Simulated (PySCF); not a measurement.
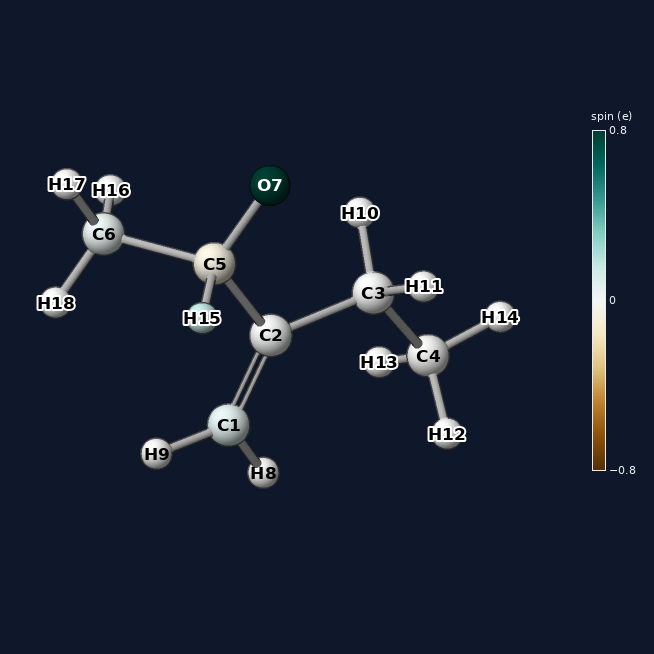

Atoms are coloured by their Mulliken spin populations. The species is neutral and a spin doublet. The computed structure is the end point of a GFN2-xTB optimisation. No frequency run is at hand to confirm it as a minimum. Level of theory: UKS B3LYP, pcH-1 on C H O, non-relativistic (PySCF 2.14.0).

List the Mulliken spin populations.

| atom | value (e) |
| --- | --- |
| C1 | 0.06 |
| C2 | 0.01 |
| C3 | 0.00 |
| C4 | 0.00 |
| C5 | −0.07 |
| C6 | 0.04 |
| O7 | 0.79 |
| H8 | 0.00 |
| H9 | 0.00 |
| H10 | 0.00 |
| H11 | 0.00 |
| H12 | 0.00 |
| H13 | 0.00 |
| H14 | 0.00 |
| H15 | 0.17 |
| H16 | 0.01 |
| H17 | 0.00 |
| H18 | 0.00 |

The run warned: orbitally degenerate or nearly so: second-order g, spin-orbit hyperfine and D do not apply.

Mulliken values depend strongly on the basis set.
